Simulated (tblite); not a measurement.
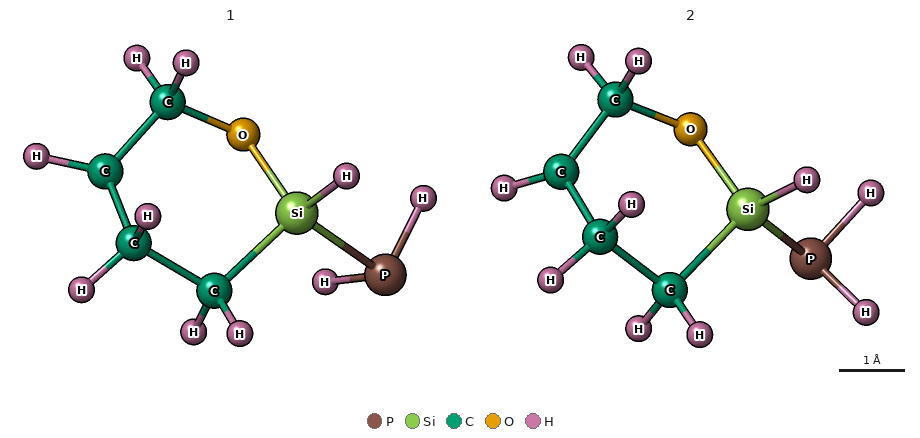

Two geometries of C4H10OPSi (multiplicity 2), drawn at one scale. One is the start of a relaxation, the other its converged end. Style: ball-and-stick. Shown at a tilt.

Method: tblite 0.8.0, GFN2-xTB geometry optimisation, gas phase. 

Q: Which one is relaxed?

A: Structure 2 is the relaxed one. The largest move after the best rigid fit is that of an H atom, 1.95 Å. Largest moves by element: H 1.95 Å, P 0.87 Å, Si 0.28 Å, O 0.21 Å, C 0.20 Å. Some distances before and after: C–Si 1.857 → 1.906 Å, O–Si 1.665 → 1.618 Å, H–P 1.410 → 1.381 Å, C–C 1.496 → 1.473 Å. Among the angles between lasting bonds that change: P–Si–O 108.6° → 103.1°, P–Si–H 110.4° → 115.9°, Si–O–C 117.2° → 122.1°. Groups turn about P–Si by about 120°. After 207 geometry steps the energy has fallen by 0.254 eV. Cost: 1.3 s on 1 thread of Arm Neoverse V2 (shared host).
